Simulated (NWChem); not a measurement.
# C2H4O2 (glycolaldehyde): B3LYP/cc-pVDZ

What is the electronic atomisation energy of C2H4O2 (glycolaldehyde) at B3LYP/cc-pVDZ? 

The calculation is run with NWChem 7.3.0.

### Step 1. The structure to begin with

C2H4O2: 8 atoms, total charge 0, spin state singlet. SMILES: `O=CCO`. Geometry: relaxed at PBE0-D4/def2-TZVP. This is one conformer, not always the lowest.

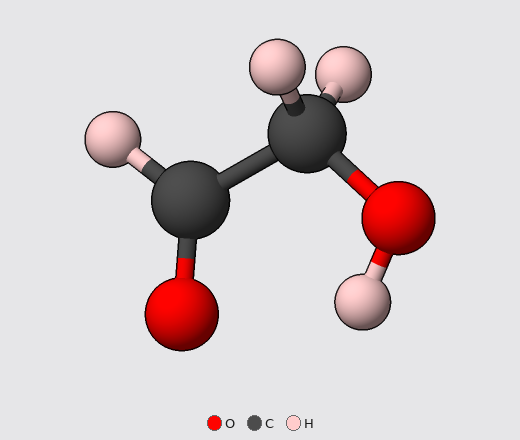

The structure, seen from a chosen angle (oxygen red, carbon dark grey, hydrogen pink).

### Step 2. The energy at B3LYP/cc-pVDZ (run 1)

sp.nw

```
start sp
memory stack 880 mb heap 220 mb global 1100 mb

geometry noautosym nocenter noautoz
 O    -0.677400   -0.184900   -1.577900
 C     0.186000    0.292000   -0.889600
 C     0.244700    0.041200    0.584700
 O    -0.787900   -0.777200    1.017500
 H     0.977600    0.938900   -1.315800
 H     1.230800   -0.397100    0.808100
 H     0.225200    1.020400    1.089600
 H    -1.306900   -0.990500    0.227600
end

basis spherical bse
 * library cc-pVDZ
end

dft
 xc b3lyp
 grid lebedev 75 11
 convergence energy 1e-08
 iterations 100
 mulliken
 print low
end

task dft
```

On the command line:

```sh
$ nwchem sp.nw > sp.out
```

The log of the run:

```text
[...]
 d= 0,ls=0.0,diis     1   -228.9300116191 -3.49D+02  2.29D-02  1.06D+00     2.4
[...]
 d= 0,ls=0.0,diis    10   -229.0543394440 -3.59D-09  4.89D-07  1.79D-09    18.5
         Total DFT energy =     -229.054339443969
      One electron energy =     -550.411486756479
           Coulomb energy =      230.636282473637
    Exchange-Corr. energy =      -29.557034770892
 Nuclear repulsion energy =      120.277899609765
[...]
      Total Density - Mulliken Population Analysis
     ---------------------------------------------
    Atom       Charge   Shell Charges
 -----------   ------   -------------------------------------------------------
    1 O    8     8.20   2.01  0.86  0.88  2.82  1.61  0.02
    2 C    6     5.89   2.01  0.71  0.41  1.99  0.61  0.15
    3 C    6     5.85   2.01  0.68  0.29  2.10  0.66  0.11
    4 O    8     8.25   2.01  0.84  0.84  2.88  1.67  0.01
    5 H    1     1.01   0.76  0.22  0.03
    6 H    1     0.97   0.76  0.19  0.03
    7 H    1     0.97   0.76  0.19  0.03
    8 H    1     0.86   0.68  0.10  0.08
[...]
```

Wall time 19 s (1 thread of Intel Xeon Platinum 8259CL at 2.50GHz (Skylake/Cascade Lake), shared host); peak memory 0.11 GiB.

### Step 3. The C atom, same level (run 2)

c.nw

```
START c
TITLE "C"
memory stack 880 mb heap 220 mb global 1100 mb
charge 0

GEOMETRY noautosym nocenter noautoz
  C      0.000000     0.000000     0.000000
END

BASIS spherical bse
  * library cc-pVDZ
END

DFT
  xc b3lyp
  mult 3
  grid lebedev 75 11
  convergence energy 1e-08
  iterations 100
  mulliken
  print low
END

TASK dft
```

Run the same way, it converges to -37.85197 Eh (log not shown).

Run 3 isn't shown in full; the table further down has it.

### Step 4. The O atom, same level (run 4)

o.nw

```
start o
title "O energy"
memory stack 880 mb heap 220 mb global 1100 mb
charge 0

geometry units au noautosym nocenter noautoz
   O    0.00000000   0.00000000   0.00000000
end

basis "ao basis" spherical bse
   * library cc-pVDZ
end

dft
   xc b3lyp
   mult 3
   grid lebedev 75 11
   convergence energy 1e-08
   iterations 100
   mulliken
   print low
end

task dft
```

On the command line:

```sh
$ nwchem o.nw > o.out
```

The log of the run:

```text
[...]
 d= 0,ls=0.0,diis     1    -75.0461659698 -7.50D+01  1.76D-02  8.52D-02     0.2
[...]
 d= 0,ls=0.0,diis     7    -75.0684966708 -2.27D-10  1.11D-07  1.46D-11     0.3
[...]
         Total DFT energy =      -75.068496670849
      One electron energy =     -103.306325963900
           Coulomb energy =       36.733639815068
    Exchange-Corr. energy =       -8.495810522016
 Nuclear repulsion energy =        0.000000000000
[...]
      Total Density - Mulliken Population Analysis
     ---------------------------------------------
    Atom       Charge   Shell Charges
 -----------   ------   -------------------------------------------------------
    1 O    8     8.00   2.00  0.92  1.08  2.54  1.46  0.00
     --------------------------------------------
      Spin Density - Mulliken Population Analysis
     --------------------------------------------
    Atom       Charge   Shell Charges
 -----------   ------   -------------------------------------------------------
    1 O    8     2.00   0.00  0.04 -0.04  1.33  0.67  0.00
[...]
      <S2> =      2.0019 (Exact =     2.0000)
[...]
```

Wall time 0.93 s (1 thread of Intel Xeon Platinum 8259CL at 2.50GHz (Skylake/Cascade Lake), shared host); peak memory 0.1 GiB.

### Step 5. All runs side by side

```csv
run,level,partner,energy (Eh),wall time
1,B3LYP/cc-pVDZ,base,-229.054339,19 s
2,UB3LYP/cc-pVDZ,atoms,-37.851975,0.81 s
3,UB3LYP/cc-pVDZ,atoms,-0.501258,0.73 s
4,UB3LYP/cc-pVDZ,atoms,-75.068497,0.93 s
```

### Step 6. Summary of results

At B3LYP/cc-pVDZ:

```
                     quantity         value
         O atom: total energy  -75.06850 Eh
                 O atom: ⟨S²⟩         2.002
electronic atomisation energy     32.881 eV
```

In words: Taking the molecule apart into free atoms costs 32.88 eV (758 kcal/mol), before zero-point energy and without spin-orbit coupling. All runs together took 22 s, the longest 19 s.
